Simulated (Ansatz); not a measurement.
## Formation energy and levels of the hydrogen interstitial H_i (bond centre, by O) in LiLaO2 (P2_1/c)

Charge states of H_i (bond centre, by O) in LiLaO2 (P2_1/c), set against the band edges. Model: a cell of 64 host atoms with 1 H put in.

Program: Ansatz 0.2.0. Level of theory: place-levels on PBEsol runs: charge-transition levels and formation energies with image-charge correction and potential alignment at the atomic sites. Results are calculated unless marked as measured.

## (1) The starting structure

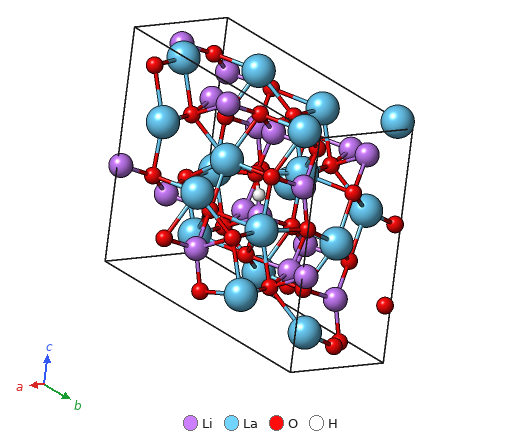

The starting structure, seen slightly off an axis (lithium purple, lanthanum blue, oxygen red, hydrogen white). Bonds to atoms that aren't drawn are left out. Some periodic images of atoms are drawn too.

The cell holds 65 atoms: 16 Li, 16 La, 32 O and 1 H. Cell: a = 10.981 Å, b = 9.563 Å, c = 10.981 Å, α = 111.2°, β = 111.8°, γ = 111.1°. It derives from LiLaO2 (space group P2_1/c). Nearest the centre at fractional (0.382, 0.327, 0.442): H65 at 0.00 Å, Li1 at 0.95 Å, O57 at 0.96 Å, O61 at 2.49 Å, La17 at 2.55 Å, O33 at 2.57 Å, La25 at 2.74 Å, Li12 at 2.78 Å.

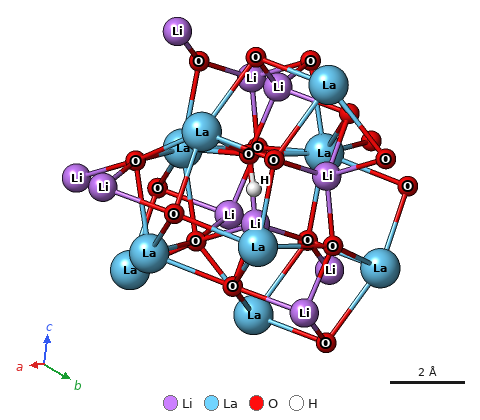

The atoms within 5 Å of the centre.

Known beforehand: the electronic dielectric constant, (4.50, 4.58, 4.51), and the static one, principal values (19.87, 20.07, 24.42), from a response run on this crystal (DFPT, PBEsol) at that run's own cell.

The cell's shortest repeat is 9.6 Å.

## (2) The runs of each charge state

Levels follow from differences of total energies between charge states, each relaxed by itself.

Each atom starts 0.05 Å or so off its site in a random direction. Forces are taken at one point at (¼, ¼, ¼). The cell holds 1 electron more than the neutral one, with a uniform background that keeps it neutral on the whole.

The sampling was tested on the host first: at the k-points planned (1x1x1 shifted 0.25 0.25 0.25) its energy lies -0.001 eV an atom from the dense-mesh value, under the bound of 0.02 eV set for this test; that bounds the host's error, not the defect's.

One state's input; the others differ in charge, spin, start and seed, and in occupations where the table says so.

Contents of qm1.relax_smeared/input.yaml:

```yaml
crystal:
  lattice:
    - [-7.10172383, 6.15869257, 5.67639954]
    - [4.55785073, -6.15869257, 5.72242795]
    - [7.10172383, 6.15869257, -5.67639954]
  atoms:
    - { symbol: Li, position: [0.33570452, 0.3238903, 0.34722589] }
    - { symbol: Li, position: [0.33570452, 0.8238903, 0.84722589] }
    - { symbol: Li, position: [0.83570452, 0.3238903, 0.84722589] }
    - { symbol: Li, position: [0.83570452, 0.8238903, 0.34722589] }
    - { symbol: Li, position: [0.02333559, 0.4261097, 0.26181421] }
    - { symbol: Li, position: [0.02333559, 0.9261097, 0.76181421] }
    - { symbol: Li, position: [0.52333559, 0.4261097, 0.76181421] }
    - { symbol: Li, position: [0.52333559, 0.9261097, 0.26181421] }
    - { symbol: Li, position: [0.16429548, 0.1761097, 0.65277411] }
    - { symbol: Li, position: [0.16429548, 0.6761097, 0.15277411] }
    - { symbol: Li, position: [0.66429548, 0.1761097, 0.15277411] }
    - { symbol: Li, position: [0.66429548, 0.6761097, 0.65277411] }
    - { symbol: Li, position: [0.47666441, 0.0738903, 0.73818579] }
    - { symbol: Li, position: [0.47666441, 0.5738903, 0.23818579] }
    - { symbol: Li, position: [0.97666441, 0.0738903, 0.23818579] }
    - { symbol: Li, position: [0.97666441, 0.5738903, 0.73818579] }
    - { symbol: La, position: [0.31346854, 0.49787746, 0.61403179] }
    - { symbol: La, position: [0.31346854, 0.99787746, 0.11403179] }
    - { symbol: La, position: [0.81346854, 0.49787746, 0.11403179] }
    - { symbol: La, position: [0.81346854, 0.99787746, 0.61403179] }
    - { symbol: La, position: [0.11615433, 0.25212254, 0.06559107] }
    - { symbol: La, position: [0.11615433, 0.75212254, 0.56559107] }
    - { symbol: La, position: [0.61615433, 0.25212254, 0.56559107] }
    - { symbol: La, position: [0.61615433, 0.75212254, 0.06559107] }
    - { symbol: La, position: [0.18653146, 0.00212254, 0.38596821] }
    - { symbol: La, position: [0.18653146, 0.50212254, 0.88596821] }
    - { symbol: La, position: [0.68653146, 0.00212254, 0.88596821] }
    - { symbol: La, position: [0.68653146, 0.50212254, 0.38596821] }
    - { symbol: La, position: [0.38384567, 0.24787746, 0.93440893] }
    - { symbol: La, position: [0.38384567, 0.74787746, 0.43440893] }
    - { symbol: La, position: [0.88384567, 0.24787746, 0.43440893] }
    - { symbol: La, position: [0.88384567, 0.74787746, 0.93440893] }
    - { symbol: O, position: [0.12729314, 0.05250471, 0.16469353] }
    - { symbol: O, position: [0.12729314, 0.55250471, 0.66469353] }
    - { symbol: O, position: [0.62729314, 0.05250471, 0.66469353] }
    - { symbol: O, position: [0.62729314, 0.55250471, 0.16469353] }
    - { symbol: O, position: [0.11218881, 0.19749529, 0.82478842] }
    - { symbol: O, position: [0.11218881, 0.69749529, 0.32478842] }
    - { symbol: O, position: [0.61218881, 0.19749529, 0.32478842] }
    - { symbol: O, position: [0.61218881, 0.69749529, 0.82478842] }
    - { symbol: O, position: [0.37270686, 0.44749529, 0.83530647] }
    - { symbol: O, position: [0.37270686, 0.94749529, 0.33530647] }
    - { symbol: O, position: [0.87270686, 0.44749529, 0.33530647] }
    - { symbol: O, position: [0.87270686, 0.94749529, 0.83530647] }
    - { symbol: O, position: [0.38781119, 0.30250471, 0.17521158] }
    - { symbol: O, position: [0.38781119, 0.80250471, 0.67521158] }
    - { symbol: O, position: [0.88781119, 0.30250471, 0.67521158] }
    - { symbol: O, position: [0.88781119, 0.80250471, 0.17521158] }
    - { symbol: O, position: [0.08328271, 0.18499896, 0.47130777] }
    - { symbol: O, position: [0.08328271, 0.68499896, 0.97130777] }
    - { symbol: O, position: [0.58328271, 0.18499896, 0.97130777] }
    - { symbol: O, position: [0.58328271, 0.68499896, 0.47130777] }
    - { symbol: O, position: [0.28630881, 0.06500104, 0.64828375] }
    - { symbol: O, position: [0.28630881, 0.56500104, 0.14828375] }
    - { symbol: O, position: [0.78630881, 0.06500104, 0.14828375] }
    - { symbol: O, position: [0.78630881, 0.56500104, 0.64828375] }
    - { symbol: O, position: [0.41671729, 0.31500104, 0.52869223] }
    - { symbol: O, position: [0.41671729, 0.81500104, 0.02869223] }
    - { symbol: O, position: [0.91671729, 0.31500104, 0.02869223] }
    - { symbol: O, position: [0.91671729, 0.81500104, 0.52869223] }
    - { symbol: O, position: [0.21369119, 0.43499896, 0.35171625] }
    - { symbol: O, position: [0.21369119, 0.93499896, 0.85171625] }
    - { symbol: O, position: [0.71369119, 0.43499896, 0.85171625] }
    - { symbol: O, position: [0.71369119, 0.93499896, 0.35171625] }
  supercell: [1, 1, 1]
  defects:
    - { interstitial: { symbol: H, position: [0.382164, 0.327148, 0.441644] } }
total_charge: -1
basis:
  ecutwfc: 420
  xc_grid: 2
hamiltonian:
  xc: pbesol
kpoints:
  mp_grid: { grid: [1, 1, 1], shift: [0.25, 0.25, 0.25] }
scf:
  occupations: { method: fermi_dirac, width: 0.01 }
  max_iter: 60
output:
  forces: true
  charged_corrections:
    epsilon: [4.5, 4.58, 4.51]
    static_epsilon: [[20.94, 0.0, 1.74], [0.0, 19.87, 0.0], [1.74, 0.0, 23.55]]
relax:
  f_tol: 0.02
  max_steps: 80
  random_displacement: { amplitude: 0.05, seed: 4964 }
checkpoint:
  write: "../qm1.relax_smeared.run"
  compress: false
  write_wavefunctions: true
  write_every: 100000
```

The run is started by

```bash
> ansatz run input.yaml --threads 4 --pin off --max-ram 7536MiB --backend cpu --events-out ev --progress --plain --runs-dir out
```

The relaxed structure is kept and the sampling changed to a 2×2×2 shifted mesh.

The run of this state that the levels use, under PBEsol:

Contents of qm1.point/input.yaml:

```yaml
crystal:
  checkpoint: "../qm1.relax_smeared.run"
  host: checkpoint
total_charge: -1
basis:
  ecutwfc: 420
  xc_grid: 2
hamiltonian:
  xc: pbesol
kpoints:
  mp_grid: { grid: [2, 2, 2], shift: [0.5, 0.5, 0.5] }
scf:
  occupations: { method: fermi_dirac, width: 0.01 }
  max_iter: 60
output:
  forces: true
  eigenvalues: true
  charged_corrections:
    epsilon: [4.5, 4.58, 4.51]
    static_epsilon: [[20.94, 0.0, 1.74], [0.0, 19.87, 0.0], [1.74, 0.0, 23.55]]
    defect_position: [0.382164, 0.327148, 0.441644]
  eigenstates: { localisation: true }
  populations: true
  band_densities: [{ bands: [v1, v1] }, { bands: [c1, c1] }]
  write_density: true
  write_potential: true
  volumetric_format: npy
  elf: true
checkpoint:
  read: "../qm1.relax_smeared.run"
  write: "../qm1.point.run"
  compress: false
  write_wavefunctions: false
  write_every: 100000
```

Relaxations under PBEsol at one point at (¼, ¼, ¼); times on 4 threads of Arm Neoverse V1, shared host:

```csv
charge,moment (μB),occupations,outcome,steps,largest displacement against the far atoms (Å),time
−1,0,fixed,not converged,-,-,48 s
−1,0,fermi-dirac,converged,16,1.60,3.2 min
0,1,fixed,converged,14,0.87,6.1 min
+1,0,fixed,converged,16,1.66,3.2 min
−1,2,fixed,converged,21,0.95,9 min
```

Single points under PBEsol at a 2×2×2 shifted mesh; times on 4 threads of Arm Neoverse V1, shared host:

```csv
charge,moment (μB),occupations,outcome,time
−1,0,fermi-dirac,converged,90 s
0,1,fermi-dirac,converged,3.2 min
+1,0,fermi-dirac,converged,88 s
−1,2,fermi-dirac,converged,3.8 min
```

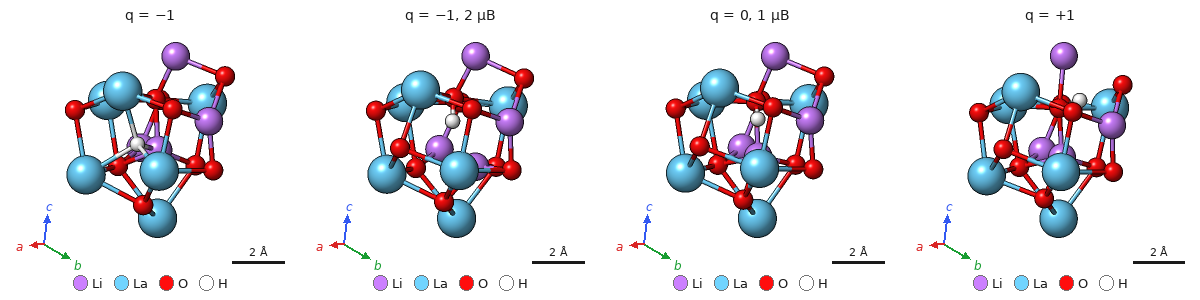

The structures near the centre after relaxation with PBEsol, by charge.

Distances (Å) from H65 to the nearest atoms after relaxation with PBEsol:

```csv
charge,moment (μB),1.,2.,3.,4.,5.,6.
−1,0,Li 1.69,La 2.22,La 2.28,O 2.29,O 2.35,O 2.37
−1,2,O 1.03,Li 1.97,La 2.41,Li 2.67,Li 2.74,La 2.87
0,1,O 1.06,Li 1.78,La 2.32,Li 2.37,Li 2.58,O 2.64
+1,0,O 1.01,O 1.80,Li 2.01,Li 2.14,Li 2.47,La 2.48
```

## (3) Placing the levels, PBEsol

A charged cell interacts with its images and the background, and its potential has another zero than the host's. place-levels removes the first by a point-charge model, screened by the static dielectric constant since the ions have relaxed around the charge, and the second by comparing potentials at atoms far from the defect.

The host is a run of the defect-free crystal in the same cutoffs, grids and k-points, so that basis and sampling errors cancel in part in the differences. Its band edges come from a run of the primitive cell that searches the zone for them. Chemical potentials are energies per atom of H (H2 molecule), run with the same functional and cutoff.

Contents of levels.point.yaml:

```yaml
host:
  run: host.point.run
  levels_from: { run: edges.point.run }
states: [qm1.point.run, q0_M1.point.run, qp1.point.run, qm1_M2.point.run]
geometry_from:
  qm1.point.run: qm1.relax_smeared.run
  q0_M1.point.run: q0_M1.relax.run
  qp1.point.run: qp1.relax.run
  qm1_M2.point.run: qm1_M2.relax.run
  host.point.run: host.relax.run
chemical_potentials:
  H:
    energy: -15.609288
    dataset: "<sha256 of the dataset>"
epsilon: [4.5, 4.58, 4.51]
static_epsilon:
  - [20.94, 0.0, 1.74]
  - [0.0, 19.87, 0.0]
  - [1.74, 0.0, 23.55]
vertical:
  - { from: qm1.point.run, to: qm1.point_neutral.run }
  - { from: qp1.point.run, to: qp1.point_neutral.run }
  - { from: qm1_M2.point.run, to: qm1_M2.point_neutral.run }
```

The run is started by

```bash
> ansatz place-levels levels.point.yaml -- --threads 4 --pin off --max-ram 7536MiB
```

Numbers of over 12 decimals in the logs are rounded to 6 here.

Log:

```text
[... repeated set-up lines and file paths are left out, and long positions are rounded to six places ...]
(+1/0) 3.764 eV above the valence edge, in the conduction band; not on the lower envelope
(0/-1) 1.028 eV above the valence edge, 2.709 eV under the conduction edge; not on the lower envelope
(+1/-1) 2.396 eV above the valence edge, 1.341 eV under the conduction edge: charges between them are lowest nowhere
formation energy of charge +1: -1.750 eV with the Fermi level at the valence edge
formation energy of charge 0: +2.015 eV with the Fermi level at the valence edge
formation energy of charge -1: +3.043 eV with the Fermi level at the valence edge
vertical -1 to 0: no energy, since no alignment is typed
  the change from vertical[0].from (qm1.point.run) to vertical[0].to (qm1.point_neutral.run): by its potential at epsilon [4.5, 4.58, 4.51] it stands at 0.457 0.279 0.393, with an rms radius of about 2.4 Å (1.5 1.1 1.6 Å across the planes of the cell's [...]
vertical +1 to 0: no energy, since no alignment is typed
  the change from vertical[1].from (qp1.point.run) to vertical[1].to (qp1.point_neutral.run): by its potential at epsilon [4.5, 4.58, 4.51] it stands at 0.631 0.783 0.971, with an rms radius of about 5.3 Å (3.1 3.1 2.9 Å across the planes of the cell's [...]
vertical -1 to 0: no energy, since no alignment is typed
  the change from vertical[2].from (qm1_M2.point.run) to vertical[2].to (qm1_M2.point_neutral.run): by its potential at epsilon [4.5, 4.58, 4.51] it stands at 0.013 0.781 0.396, with an rms radius of about 2.4 Å (1.5 1.2 1.4 Å across the planes of the cell's [...]
  edges by pbesol of host.levels_from (edges.point.run), its mesh sampled to repeats of 29.15 Å (the valence edge +0.009 eV and the conduction edge -0.061 eV from those of the host's own run), gap 3.737 eV; the host is sampled to repeats of 23.32 Å
  the defect's cells are sampled to repeats of 23.32 Å, like sampling
  charge +1: -119902.7179 eV with its correction of +0.112 eV, at epsilon [[20.94, 0, 1.74], [0, 19.87, 0], [1.74, 0, 23.55]], aligned at sites: +0.0090 eV, mean over 31 atomic sites at or beyond 4.78 Å from the defect at [0.3822, 0.3271, 0.4416], with [...]
  charge 0: +0.000 eV for its dipole among its images, +0.059 omitted
  charge -1: -119880.5390 eV with its correction of +0.039 eV, at epsilon [[20.94, 0, 1.74], [0, 19.87, 0], [1.74, 0, 23.55]], aligned at sites: +0.0645 eV, mean over 31 atomic sites at or beyond 4.78 Å from the defect at [0.3822, 0.3271, 0.4416], with [...]
  charge -1: states[3] (qm1_M2.point.run) stands 2.674 eV higher, with a moment of 2.00 μB against 0.00
  of states[2] (qp1.point.run): how wide its charge is, is not read beside other atoms or cores, and a band state would take no correction. [...]
  of states[1] (q0_M1.point.run): the far atoms show a dipole or second moment of the defect's charge, for which the correction takes or leaves out 0.059 eV: further moments aren't read, and the relaxed atoms' own pattern can pass for one, so compare a larger [...]
  of states[0] (qm1.point.run): it parts from the run at its places by a charge that spreads by about 1.6 Å along one vector (1.4 Å or more is wide), by its potential at epsilon [4.5, 4.58, 4.51], taken for that of held ions (one typed too small widens it), [...]
  of states[3] (qm1_M2.point.run): it parts from the run at its places by a charge that spreads by about 1.5 Å along one vector (1.4 Å or more is wide), by its potential at epsilon [4.5, 4.58, 4.51], taken for that of held ions (one typed too small widens [...]
  of vertical[0].from (qm1.point.run): its displacements don't fall off away from the defect: farther atoms stand 0.027 Å off the host's places. [...]
  of vertical[0].to (qm1.point_neutral.run): its displacements don't fall off away from the defect: farther atoms stand 0.027 Å off the host's places. [...]
  of vertical[1].from (qp1.point.run): its displacements don't fall off away from the defect: farther atoms stand 0.081 Å off the host's places. [...]
  vertical[1].to (qp1.point_neutral.run): levels filled in part (TS 0.003 eV): its energy is of no whole electron's
  of vertical[1].to (qp1.point_neutral.run): its displacements don't fall off away from the defect: farther atoms stand 0.081 Å off the host's places. [...]
  of vertical[2].from (qm1_M2.point.run): its displacements don't fall off away from the defect: farther atoms stand 0.074 Å off the host's places. [...]
  of vertical[2].to (qm1_M2.point_neutral.run): its displacements don't fall off away from the defect: farther atoms stand 0.074 Å off the host's places. [...]
```

Elapsed: 0.47 s, on 4 threads of Arm Neoverse V1, shared host.

Under PBEsol the gap is 3.74 eV, (+1/0) 3.76 (outside the gap), (0/−1) 1.03 eV; the steps are inverted, so the lowest state changes at (+1/−1) 2.40 eV.

Levels between the charges placed, in eV above the valence top:

```csv
,gap (eV),(+1/0),(0/−1)
PBEsol,3.74,3.76,1.03
```

Corrections by state:

```csv
charge,moment (μB),image terms and alignment (eV),band filling (eV),ε used,"over the lowest of its charge, as the program ranks them, band filling apart (eV)"
+1,0.0,0.112,-,"principal values (19.87, 20.07, 24.42)",0.000
0,1.0,0.000,-,-,0.000
−1,0.0,0.039,-,"principal values (19.87, 20.07, 24.42)",0.000
−1,2.0,0.018,-,"principal values (19.87, 20.07, 24.42)",2.674
```

The charged structures listed were also run neutral, and place-levels reads from each pair, by the potential or the spins, how wide the charge is by which they differ; that can be the carrier of either run.

```csv
charge,rms radius (Å),spread where it is widest against the cell (Å),wide from (Å),reading
+1,5.3,3.07,1.27,wide
−1,2.4,1.56,1.45,wide
```

The neutral runs of these pairs need not share the spin of the lowest neutral state, and very wide values only mean spread over the cell.

From the program's caveats on the states, each cut to its opening words:

- charge +1: how wide its charge is, is not read beside other atoms or cores, and a band state would take no correction
- charge +1: its displacements don't fall off away from the defect: farther atoms stand 0.081 Å off the host's places
- charge 0 (1 μB): the far atoms show a dipole or second moment of the defect's charge, for which the correction takes or leaves out 0.059 eV: further moments aren't read, and [...]
- charge 0 (1 μB): its displacements don't fall off away from the defect: farther atoms stand 0.071 Å off the host's places
- charge −1: it parts from the run at its places by a charge that spreads by about 1.6 Å along one vector (1.4 Å or more is wide), by its potential at epsilon [4.5, 4.58, [...]
- charge −1: its displacements don't fall off away from the defect: farther atoms stand 0.027 Å off the host's places
- charge −1 (2 μB): it parts from the run at its places by a charge that spreads by about 1.5 Å along one vector (1.4 Å or more is wide), by its potential at epsilon [4.5, 4.58, [...]
- charge −1 (2 μB): the far atoms show a dipole or second moment of the defect's charge, for which the correction takes or leaves out 0.073 eV: further moments aren't read, and [...]
- charge −1 (2 μB): its displacements don't fall off away from the defect: farther atoms stand 0.074 Å off the host's places

(Continued in part 2 of 2.)

[Logs are printed without paths, hosts, clocks, repeated set-up lines and the standing remarks that a program may print on its own settings, such as how far it seeks lower states.]

[Hosts, paths, dates, database ids (printed as entryN), source tags and the programs' standing remarks are cut or masked in the printed files.]

[Where a table of states has a column of steps, it counts the stored structures, which are thinned; the runs took as many ionic steps or more.]

[A defect's name tells the site on which it was built; relaxed atoms can leave that site.]

[For some hosts the program warned that the k-mesh of the response run may be too coarse for force constants and the static dielectric constant; such warnings are not shown here.]
